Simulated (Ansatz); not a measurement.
**C2H9BFP: small, medium and large basis sets**

How large a basis does C2H9BFP need? Two functionals are run in growing sets.

Computed with Ansatz 0.2.0, Gaussian basis. Level: one geometry, several basis sets.

The runs, in order: PBE0-D4/def2-SVP; ωB97M-V/def2-SVP; PBE0-D4/def2-QZVPP; ωB97M-V/def2-QZVPP; the functionals' def2-TZVPP values are taken from earlier runs.

**1. The relaxed structure**

The geometry comes from an earlier relaxation with PBE0-D4 in a triple-zeta def2 set; it is a stationary point, not always the lowest conformer.

14 atoms, charge 0, spin multiplicity 1.

Atoms are counted from 1 here; the program's logs count them from 0.

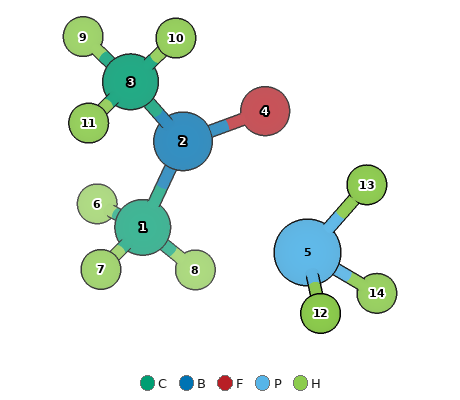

The structure; colours as in the key; atoms are numbered from 1 in the order of the file.

**2. PBE0-D4 in def2-SVP**

in.yaml

```yaml
crystal:
  periodic: [false, false, false]
  atoms:
    - {symbol: C, position_ang: [-1.684296, 0.437857, 0.568309]}
    - {symbol: B, position_ang: [-0.268178, 0.943259, 0.135998]}
    - {symbol: C, position_ang: [0.956494, 1.104019, 1.096275]}
    - {symbol: F, position_ang: [-0.131483, 1.396961, -1.119993]}
    - {symbol: P, position_ang: [0.708179, -1.828571, -1.231263]}
    - {symbol: H, position_ang: [-2.209505, 1.265372, 1.063728]}
    - {symbol: H, position_ang: [-1.632792, -0.374393, 1.296063]}
    - {symbol: H, position_ang: [-2.300205, 0.127382, -0.277799]}
    - {symbol: H, position_ang: [0.825154, 2.030798, 1.670640]}
    - {symbol: H, position_ang: [1.905261, 1.188505, 0.563028]}
    - {symbol: H, position_ang: [1.022419, 0.295273, 1.826768]}
    - {symbol: H, position_ang: [1.050650, -3.205449, -1.206724]}
    - {symbol: H, position_ang: [1.856725, -1.456846, -1.974713]}
    - {symbol: H, position_ang: [-0.111325, -1.953464, -2.381412]}
basis:
  gaussian: {orbitals: def2-SVP}
hamiltonian: {xc: pbe0, dispersion: d4}
output: {orbitals: {seedname: orbitals}}
```

On the command line:

```console
$ ansatz run in.yaml --threads 4 --pin off --events-out ev --progress --plain --max-ram 10444MiB
```

The program printed:

```text
Functional definition: PBE0
  name "PBE0"
  cite "Adamo & Barone, J. Chem. Phys. 110, 6158 (1999) doi:10.1063/1.478522"
  cite "Perdew, Burke & Ernzerhof, Phys. Rev. Lett. 77, 3865 (1996) doi:10.1103/PhysRevLett.77.3865"
  parent pbe
  parameter a = 0.25
  parameter kappa = 0.804
  parameter beta = 0.06672455060314922
  exchange = (1 - a)*pbe_x(kappa = kappa, mu = beta*pi^2/3) + a*exact_x
  correlation = pbe_c(beta = beta)
1352 factors; their error is unknown
mean field evaluation 1: about -14880.1878 eV, gradient 5.6e1 eV
mean field evaluation 2: about -14879.9480 eV, gradient 5.6e1 eV
mean field evaluation 4: about -14887.4792 eV, gradient 1.7e0 eV
mean field evaluation 8: about -14887.4833 eV, gradient 4.7e-2 eV
mean field -14887.55542391 eV, -547.1075706813 hartree, gradient 3.9e-5 eV, S^2 0.000000; 0 other end points of the search recorded, 0 dependent functions left out
reference -14887.55545382 eV, -547.1075717803 hartree; 25, 25 occupied and 94, 94 virtual orbitals, 1352 factors
Total energy: -14887.76384110 eV, -547.1152298716 hartree
```

It took 1.4 s on 4 threads of Arm Neoverse V1, shared host.

**3. ωB97M-V in def2-SVP**

Changes to in.yaml since step 2:

```diff
@@ -19,3 +19,3 @@
   gaussian: {orbitals: def2-SVP}
-hamiltonian: {xc: pbe0, dispersion: d4}
+hamiltonian: {xc: {name: wB97M-V}}
 output: {orbitals: {seedname: orbitals}}
```

The command is unchanged.

The program printed, cut to the lines that bear on the results:

```text
Functional definition: wB97M-V
  name "wB97M-V"
  cite "Mardirossian & Head-Gordon, J. Chem. Phys. 144, 214110 (2016) doi:10.1063/1.4952647"
  cite "Becke, J. Chem. Phys. 107, 8554 (1997) doi:10.1063/1.475007"
  cite "Vydrov & Van Voorhis, J. Chem. Phys. 133, 244103 (2010) doi:10.1063/1.3521275"
  # Of w^i u^j: cxij and so on, Table III.
[...]
  gx(w, u) = 1 - cx + cx01*u + cx10*w
  gss(w, u) = css00 + css04*u^4 + css10*w + css20*w^2 + css43*w^4*u^3
  gos(w, u) = cos00 + cos10*w + (cos20 + cos21*u)*w^2 + (cos60 + cos61*u)*w^6
[...]
      + integral(e_c_pw_mod_opposite_spin*gos(b97_w_opposite, b97_u_opposite)) + vv10(b, c)
1347 factors; their error is unknown
369 factors; integrals over basis functions are off by at most 1.1e-5 eV
[...]
mean field -14893.92606137 eV, -547.3416872898 hartree, gradient 1.0e-5 eV, S^2 0.000000; 0 other end points of the search recorded, 0 dependent functions left out
reference -14893.92610981 eV, -547.3416890699 hartree; 25, 25 occupied and 94, 94 virtual orbitals, 1347 factors
Total energy: -14893.92610981 eV, -547.3416890699 hartree
```

Wall time 6 s (4 threads of Arm Neoverse V1, shared host).

**4. PBE0-D4 in def2-QZVPP**

Changes to in.yaml since step 3:

```diff
@@ -18,4 +18,4 @@
 basis:
-  gaussian: {orbitals: def2-SVP}
-hamiltonian: {xc: {name: wB97M-V}}
+  gaussian: {orbitals: "def2-QZVPP.json"}
+hamiltonian: {xc: pbe0, dispersion: d4}
 output: {orbitals: {seedname: orbitals}}
```

Same command.

The program printed:

```text
Functional definition: PBE0
  name "PBE0"
  cite "Adamo & Barone, J. Chem. Phys. 110, 6158 (1999) doi:10.1063/1.478522"
  cite "Perdew, Burke & Ernzerhof, Phys. Rev. Lett. 77, 3865 (1996) doi:10.1103/PhysRevLett.77.3865"
  parent pbe
  parameter a = 0.25
  parameter kappa = 0.804
  parameter beta = 0.06672455060314922
  exchange = (1 - a)*pbe_x(kappa = kappa, mu = beta*pi^2/3) + a*exact_x
  correlation = pbe_c(beta = beta)
1682 factors; their error is unknown
mean field evaluation 1: about -14887.2615 eV, gradient 7.0e1 eV
mean field evaluation 2: about -14885.8753 eV, gradient 7.1e1 eV
mean field evaluation 4: about -14897.8031 eV, gradient 2.5e0 eV
mean field evaluation 8: about -14897.8148 eV, gradient 3.6e-2 eV
mean field evaluation 16: about -14897.8301 eV, gradient 2.0e-5 eV
mean field -14897.83008566 eV, -547.4851575361 hartree, gradient 2.0e-5 eV, S^2 0.000000; 0 other end points of the search recorded, 0 dependent functions left out
reference -14897.83013295 eV, -547.4851592739 hartree; 25, 25 occupied and 543, 543 virtual orbitals, 1682 factors
Total energy: -14898.03852023 eV, -547.4928173652 hartree
```

Wall time 16 s (4 threads of Arm Neoverse V1, shared host); peak memory 2.1 GiB.

**5. ωB97M-V in def2-QZVPP**

Changes to in.yaml since step 4:

```diff
@@ -19,3 +19,3 @@
   gaussian: {orbitals: "def2-QZVPP.json"}
-hamiltonian: {xc: pbe0, dispersion: d4}
+hamiltonian: {xc: {name: wB97M-V}}
 output: {orbitals: {seedname: orbitals}}
```

Launched as before.

The program printed, cut to the lines that bear on the results:

```text
Functional definition: wB97M-V
  name "wB97M-V"
  cite "Mardirossian & Head-Gordon, J. Chem. Phys. 144, 214110 (2016) doi:10.1063/1.4952647"
  cite "Becke, J. Chem. Phys. 107, 8554 (1997) doi:10.1063/1.475007"
  cite "Vydrov & Van Voorhis, J. Chem. Phys. 133, 244103 (2010) doi:10.1063/1.3521275"
  # Of w^i u^j: cxij and so on, Table III.
[...]
  gx(w, u) = 1 - cx + cx01*u + cx10*w
  gss(w, u) = css00 + css04*u^4 + css10*w + css20*w^2 + css43*w^4*u^3
  gos(w, u) = cos00 + cos10*w + (cos20 + cos21*u)*w^2 + (cos60 + cos61*u)*w^6
[...]
      + integral(e_c_pw_mod_opposite_spin*gos(b97_w_opposite, b97_u_opposite)) + vv10(b, c)
1650 factors; their error is unknown
464 factors; integrals over basis functions are off by at most 1.5e-5 eV
[...]
mean field -14904.47621385 eV, -547.7293982423 hartree, gradient 3.1e-5 eV, S^2 0.000000; 0 other end points of the search recorded, 0 dependent functions left out
reference -14904.47628940 eV, -547.7294010186 hartree; 25, 25 occupied and 543, 543 virtual orbitals, 1650 factors
Total energy: -14904.47628940 eV, -547.7294010186 hartree
```

It took 31 s on 4 threads of Arm Neoverse V1, shared host; peak memory 2.6 GiB.

**6. Density functionals: the series**

The def2-TZVPP values come from earlier runs at the same geometry.

| functional | basis | functions | energy (eV) | from the largest (eV) | HOMO (eV) | LUMO (eV) |
| --- | --- | --- | --- | --- | --- | --- |
| PBE0-D4 | def2-SVP | 119 | -14887.7638 | 10.275 | -7.85 | 0.34 |
| PBE0-D4 | def2-TZVPP | 292 | -14897.4311 | 0.607 | -7.94 | 0.15 |
| PBE0-D4 | def2-QZVPP | 568 | -14898.0385 | 0.000 | -7.96 | 0.08 |
| ωB97M-V | def2-SVP | 119 | -14893.9261 | 10.550 | -10.03 | 2.40 |
| ωB97M-V | def2-TZVPP | 292 | -14903.8985 | 0.578 | -10.15 | 2.09 |
| ωB97M-V | def2-QZVPP | 568 | -14904.4763 | 0.000 | -10.16 | 1.51 |

**7. Outcome**

```
                                       quantity           value
PBE0-D4: double and triple zeta above quadruple  10.27, 0.61 eV
ωB97M-V: double and triple zeta above quadruple  10.55, 0.58 eV
```

For PBE0-D4 the step from double to triple zeta gains 9.67 eV and the next only 0.61 eV. These are total energies; as a rule much of such shifts cancels in differences, which this series doesn't test. The LUMO of ωB97M-V is positive and keeps falling with the basis (2.40 to 1.51 eV): an unbound level that the basis holds in place.

For PBE0-D4 the largest set took about 11 times as long as the smallest (16 s against 1.4 s).
